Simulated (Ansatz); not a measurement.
CH4FSi (charge +1)

```yaml
atoms:
  - { symbol: C, position_ang: [-1.0198, -0.8100, 0.5151] }
  - { symbol: F, position_ang: [-1.8160, 0.4650, 0.1392] }
  - { symbol: Si, position_ang: [-2.8479, -0.9985, 0.5256] }
  - { symbol: H, position_ang: [-0.4150, -1.0663, -0.3633] }
  - { symbol: H, position_ang: [-0.4565, -0.5651, 1.4238] }
  - { symbol: H, position_ang: [-3.5734, -0.7334, 1.7793] }
  - { symbol: H, position_ang: [-3.5151, -1.4324, -0.7132] }
```

Geometry: PBE0-D3(BJ)/def2-SVP.

Theory: isolated molecule in a Gaussian basis; Kohn-Sham density functional theory, functional PBE0 in Ansatz 0.2.0.

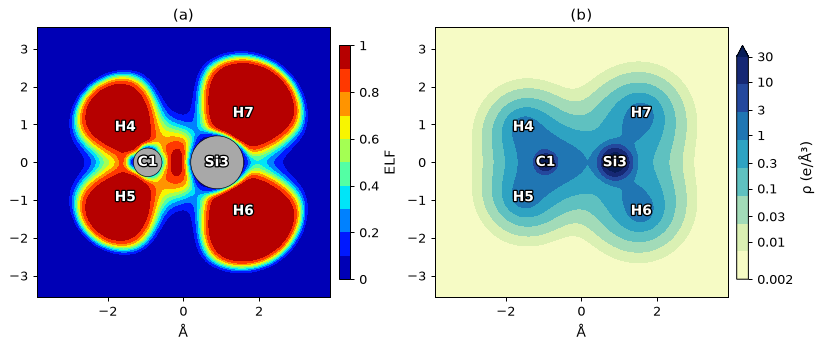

Figure 1. (a) ELF; (b) electron density on the plane of atoms C1, Si3 and H6. Grey discs cover the atomic cores in the ELF map.

Interpret the plot.

Answer.
- The plane passes through C, Si and H nuclei.
- C–Si (1.84 Å): ρ at the midpoint is about 0.97 e/Å³; the ELF peaks at about 0.95 between the atoms, as expected for a shared electron pair.
- C–H (1.10 Å): the density is about 2.1 e/Å³ at the midpoint; the ELF climbs to about 1 towards the hydrogen, as it does in any bond to H (an ordinary covalent bond to hydrogen).
- Si–H (1.47 Å): the density is about 0.9 e/Å³ at the midpoint; the ELF climbs to about 1 towards the hydrogen.

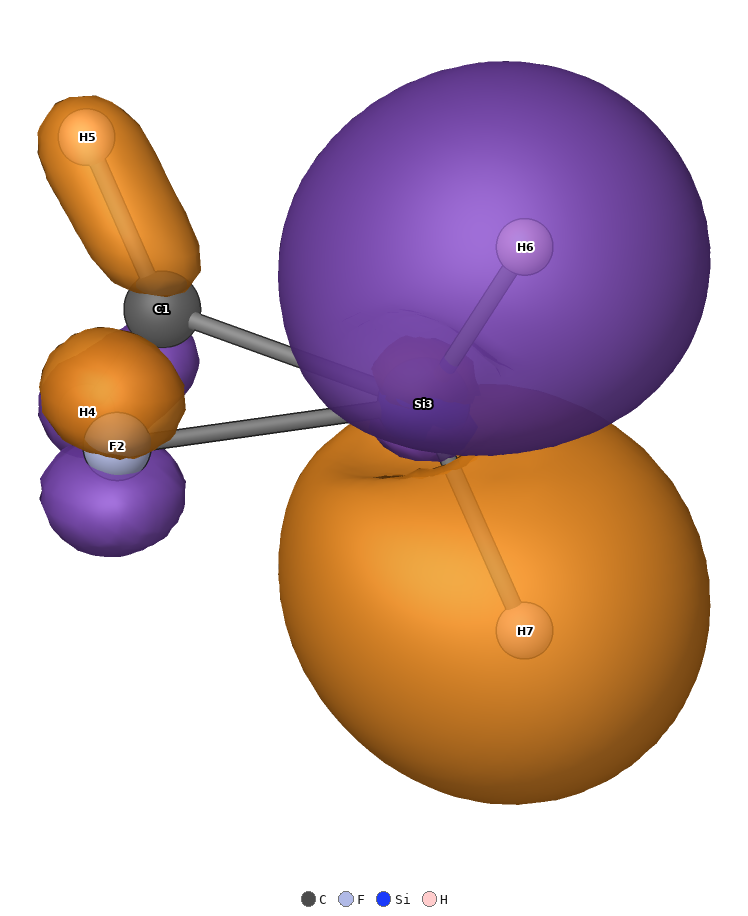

Figure 2. The HOMO−1 at ±0.1 Å⁻³ᐟ² (orange and purple are the two phases), seen at a tilt.

What is the character of this orbital?

Answer. It lies mainly on Si3 (about 40 %), H6 (about 25 %) and H7 (about 25 %). Its energy is −16.66 eV.

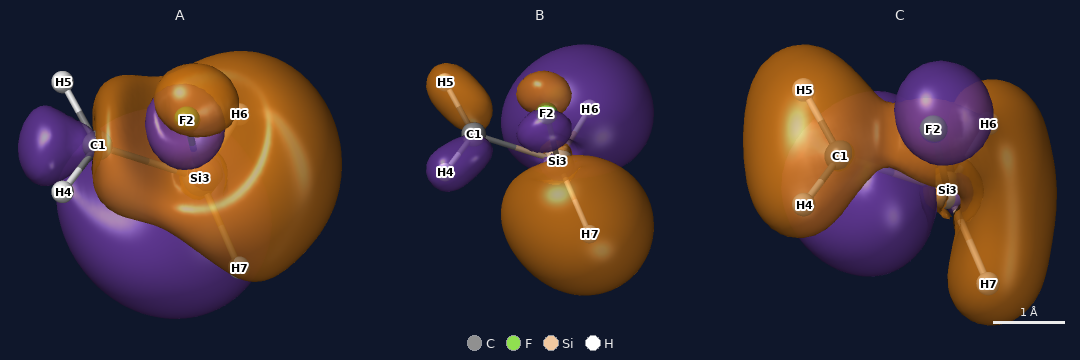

Figure 3. Three frontier orbitals at ±0.08 Å⁻³ᐟ² (orange and purple are the two phases), in no order.

Which picture is the HOMO−1, the HOMO and the LUMO?

Answer. B is the HOMO−1 (−16.66 eV). It lies mainly on Si3 (about 40 %), H6 (about 25 %) and H7 (about 25 %). C is the HOMO (−16.00 eV). It lies mainly on C1 (about 45 %), Si3 (about 30 %) and F2 (about 15 %). A is the LUMO (−7.74 eV). Its weight (Hirshfeld) is mainly on Si3 (about 65 %), F2 (about 10 %) and C1 (about 10 %).

What is the HOMO–LUMO gap?

Answer. 8.26 eV between the orbital energies.
